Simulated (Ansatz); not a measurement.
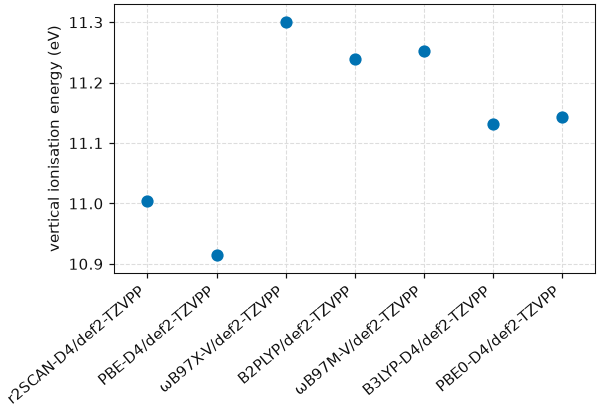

Vertical ionisation energy of C₂N₂S, SMILES N#CSC#N, taken as the energy of the cation less that of the neutral at fixed geometry (unrestricted doublet cation, cores frozen in correlated methods, no spin-orbit coupling), the Ansatz code, at a PBE0-D4/def2-TZVP geometry (a minimum by its frequencies).

> What range do the values span?

From 10.91 eV (PBE-D4/def2-TZVPP) to 11.30 eV (ωB97X-V/def2-TZVPP).

> Give the values.

| level | eV |
| --- | --- |
| r2SCAN-D4/def2-TZVPP | 11.00 |
| PBE-D4/def2-TZVPP | 10.91 |
| ωB97X-V/def2-TZVPP | 11.30 |
| B2PLYP/def2-TZVPP | 11.24 |
| ωB97M-V/def2-TZVPP | 11.25 |
| B3LYP-D4/def2-TZVPP | 11.13 |
| PBE0-D4/def2-TZVPP | 11.14 |
